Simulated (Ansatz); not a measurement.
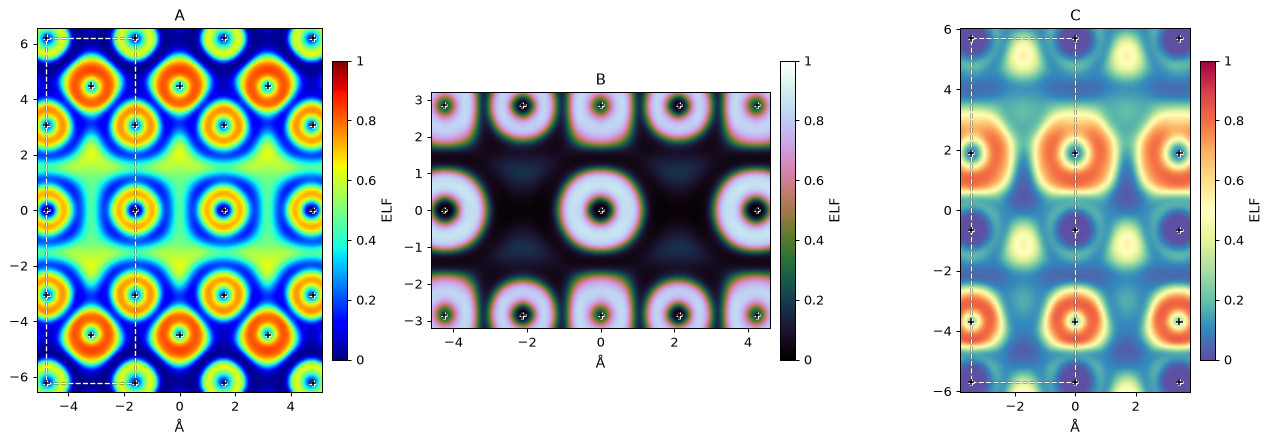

The electron localisation function of 3 systems, each on a plane through atoms (crosses mark nuclei in the plane).

The calculation used DFT PBE, scalar-relativistic, plane waves, PAW (Ansatz).

System 1: SrZrO$_{2}$, the (011̄) plane of the conventional cell. Space group P4/mmm; a generated structure, not necessarily the stable one; changed on purpose from its base cell (volume × 1.06, shape and atoms relaxed); computed pressure about −4 GPa in this cell.

```
CELL_PARAMETERS angstrom
4.24937 0.00000 0.00000
0.00000 4.24937 0.00000
0.00000 0.00000 3.82849
ATOMIC_POSITIONS crystal
Sr 0.50000 0.50000 0.50000
Zr 0.00000 0.00000 0.00000
O 0.50000 0.00000 0.00000
O 0.00000 0.50000 0.00000
```

System 2: Zn$_{4}$SeO$_{3}$, the (100) plane of the conventional cell. Space group P3m1; a generated structure, not necessarily the stable one.

```
CELL_PARAMETERS angstrom
3.45578 0.00000 0.00000
-1.72789 2.99280 0.00000
0.00000 0.00000 11.38049
ATOMIC_POSITIONS crystal
Zn 0.66667 0.33333 0.10421
Zn 0.66667 0.33333 0.54750
Zn 0.00000 0.00000 0.32616
Zn 0.00000 0.00000 0.76934
Se 0.00000 0.00000 0.99133
O 0.66667 0.33333 0.27694
O 0.66667 0.33333 0.72460
O 0.00000 0.00000 0.50173
```

System 3: NaTa$_{3}$O$_{2}$, the (101) plane of the conventional cell. Space group C2/m; a generated structure, not necessarily the stable one.

```
CELL_PARAMETERS angstrom
9.85466 0.00000 0.03896
0.00000 3.19415 0.00000
-1.36114 0.00000 5.39639
ATOMIC_POSITIONS crystal
Na 0.00000 0.50000 0.50000
Na 0.50000 0.00000 0.50000
Ta 0.00000 0.00000 0.00000
Ta 0.50000 0.50000 0.00000
Ta 0.26275 0.00000 0.79357
Ta 0.76275 0.50000 0.79357
Ta 0.23725 0.50000 0.20643
Ta 0.73725 0.00000 0.20643
O 0.14512 0.00000 0.37667
O 0.64512 0.50000 0.37667
O 0.35488 0.50000 0.62333
O 0.85488 0.00000 0.62333
```

**Match each panel to its system.**

Panel A is system 3, NaTa$_{3}$O$_{2}$: the plane holds Na, Ta and O. Ta–O (2.16 Å): the ELF peaks at about 0.80 in the valence shell of O, 0.6 Å from its nucleus, and drops to about 0.15 between the two atoms; no localised pair shows between them. Panel B is system 1, SrZrO$_{2}$: the plane holds Sr, Zr and O. Zr–O (2.12 Å): the ELF peaks at about 0.85 in the valence shell of O, 0.6 Å from its nucleus, and drops to about 0.15 between the two atoms: no shared electron pair shows on this line. Panel C is system 2, Zn$_{4}$SeO$_{3}$: the plane holds Zn, Se and O. Zn–O (2.00 Å): the ELF peaks at about 0.85 in the valence shell of O, 0.6 Å from its nucleus, and is about 0.25 at the midpoint; no localised pair shows between them.
